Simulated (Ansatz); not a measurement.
Consider C₂H₅F₂GaO (SMILES CC[O][Ga]([F])[F]).

Input

```
crystal:
  periodic: [false, false, false]
  atoms:
    - {symbol: C, position_ang: [2.380169, 1.150416, 2.307116]}
    - {symbol: C, position_ang: [1.453287, 2.275513, 1.900033]}
    - {symbol: F, position_ang: [0.238800, -0.518569, 0.191905]}
    - {symbol: F, position_ang: [0.646645, 1.163510, -2.209389]}
    - {symbol: Ga, position_ang: [0.730389, 1.009618, -0.485949]}
    - {symbol: O, position_ang: [1.271699, 2.358900, 0.500208]}
    - {symbol: H, position_ang: [1.958058, 0.173279, 2.017273]}
    - {symbol: H, position_ang: [2.529875, 1.136376, 3.397651]}
    - {symbol: H, position_ang: [3.364870, 1.266337, 1.828184]}
    - {symbol: H, position_ang: [0.478972, 2.167896, 2.412204]}
    - {symbol: H, position_ang: [1.870985, 3.246766, 2.214160]}
basis:
  gaussian:
    orbitals: def2-SVPD
output: {forces: true, orbitals: {seedname: orbitals}}
hamiltonian:
  xc: pbe0
```

Command:

```sh
ansatz run input.yaml --threads 2 --pin off --max-ram 6090MiB --events-out events.jsonl --progress --plain --runs-dir runs
```

Geometry: PBE0-D4/def2-SVP.

These are results of isolated molecule in a Gaussian basis; Kohn-Sham density functional theory, functional PBE0 (Ansatz 0.2.0), not measurements.

### What will maps of the electron density and electron localisation function show?

C–O (1.41 Å): ρ is about 2 e/Å³ halfway, with its minimum of 1.7 e/Å³ about 0.5 Å from C; the ELF peaks at about 0.90 between the atoms; a polar covalent bond.
Ga–F (1.73 Å): ρ is about 0.87 e/Å³ halfway; the ELF peaks at about 0.85 in the valence shell of F, 0.6 Å from its nucleus, and is about 0.15 at the midpoint.
Ga–O (1.76 Å): ρ is about 0.94 e/Å³ halfway; the ELF peaks at about 0.80 in the valence shell of O, 0.6 Å from its nucleus, and is about 0.20 at the midpoint.
C–H (1.10 Å): the density is about 2 e/Å³ at the midpoint; the ELF climbs to about 1 towards the hydrogen, as it does in any bond to H: an ordinary covalent bond to hydrogen.

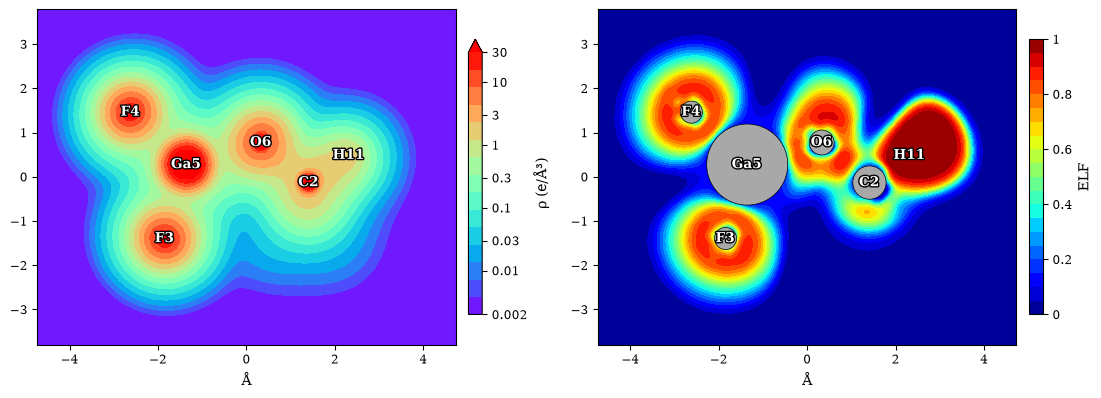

Computed electron density and electron localisation function on the plane of atoms F3, Ga5 and O6, in this order. Grey discs cover the atomic cores in the ELF map. 
